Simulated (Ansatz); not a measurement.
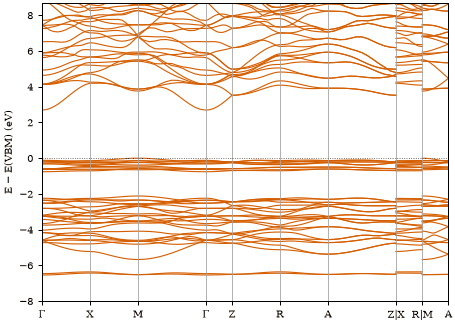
Band structure from the program Ansatz at the r²SCAN level (PAW)

### Question
Read off the gap and where the band edges lie.

### Answer
About 2.7 eV (2.69 eV by a search for the band edges); maximum at M, minimum at Γ.

### Question
Which compound is it?
A) AlCuBr4, P-42c (Al on 2b, Cu on 2f, Br on 8n)
B) AlGaN2, P-4m2 (Al on 1c, Ga on 1a, N on 2g)
C) SrZnAsF, P4/nmm (Sr on 2c, Zn on 2b, As on 2c, F on 2a)
D) AlN, P4_2/mnm (Al on 4g, N on 4f)

### Answer
A, AlCuBr4, P-42c (Al on 2b, Cu on 2f, Br on 8n)

The workflow started from a Materials Project entry (that database holds measured and hypothetical structures alike); the Crystallography Open Database files this formula in space group No. 112, but the cells were not matched. Its standing as an ambient phase is unchecked. The r²SCAN relaxation kept the symmetry of its start; whether a distortion lowers the energy is not shown. No spin polarisation was allowed. Spin–orbit coupling is left out wherever it is not named.

Potentials: the later of the program's two PAW sets.
